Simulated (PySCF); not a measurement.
H8HfN4

Input file:

```
mol = gto.M(atom='''
Hf     0.00000     0.00000     0.00000
N      2.09414     0.00000    -0.00000
H      2.70584     0.78589     0.21582
H      2.70584    -0.78589    -0.21582
N     -0.00000     2.09414     0.00000
H     -0.78589     2.70584     0.21582
H      0.78589     2.70584    -0.21582
N     -2.09414    -0.00000     0.00000
H     -2.70584    -0.78589     0.21582
H     -2.70584     0.78589    -0.21582
N      0.00000    -2.09414    -0.00000
H      0.78589    -2.70584     0.21582
H     -0.78589    -2.70584    -0.21582''',
    basis={'Hf': 'def2-SVP', 'N': 'def2-SVP', 'H': 'def2-SVP'},
    ecp={'Hf': 'def2-SVP'},
    charge=0, spin=0)
mf = dft.RKS(mol, xc='PBE0')
mf.grids.atom_grid = (75, 302)  # f atoms: at least (60, 302), unpruned
mf = mf.density_fit()  # Hf def2-universal-JKFIT, N def2-universal-JKFIT, H def2-universal-JKFIT
mf.conv_tol = 1e-09; mf.max_cycle = 55
mf.kernel(dm0)
```

Run with:

```sh
OMP_NUM_THREADS=2 python run.py
```

Core potentials replace the inner electrons of Hf.

Method: RKS PBE0, Hf def2-SVP with ECP60, N def2-SVP, H def2-SVP; non-relativistic Hamiltonian with scalar-relativistic core potentials where named; density fitting (PySCF 2.14.0).

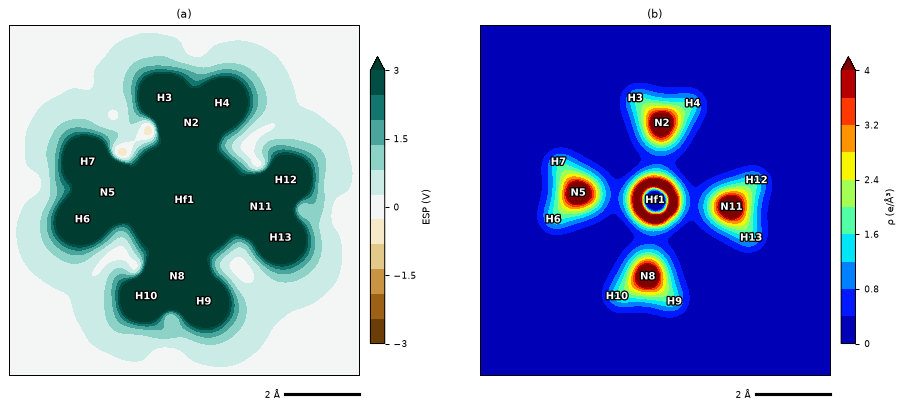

Figure 1. (a) molecular electrostatic potential; (b) electron density on the plane of atoms N8, Hf1 and N11.

Question: Read the bonding off the picture.

Answer:
- The section cuts through Hf, N and H sites.
- Hf–N (2.09 Å): the density is about 0.7 e/Å³ at the midpoint.
- N–H (1.02 Å): ρ at the midpoint is about 2.7 e/Å³.
- Outside the dense part of the molecule the potential is most negative (−0.6 V) near N2, N5, N8 and N11.

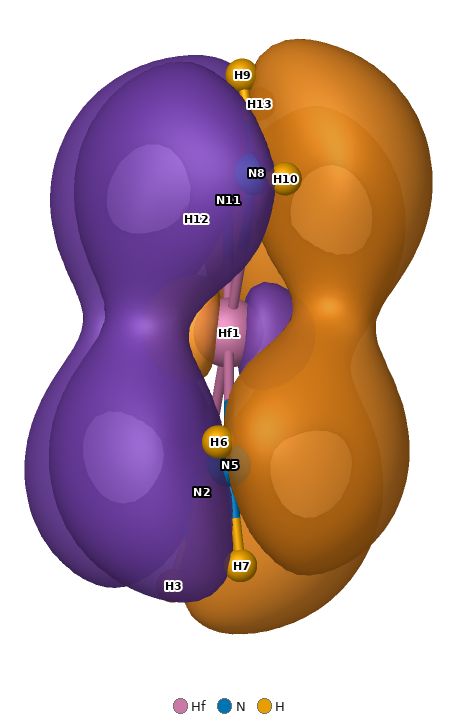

Figure 2. The HOMO−1 at ±0.05 Å⁻³ᐟ² (orange and purple are the two phases), seen at an oblique angle.

Question: Where does this orbital lie, and at what energy?

Answer: By Hirshfeld shares it lies mainly on N2 (about 20 %), N5 (about 20 %), N8 (about 20 %), N11 (about 20 %) and Hf1 (about 15 %). Its energy is −6.57 eV.
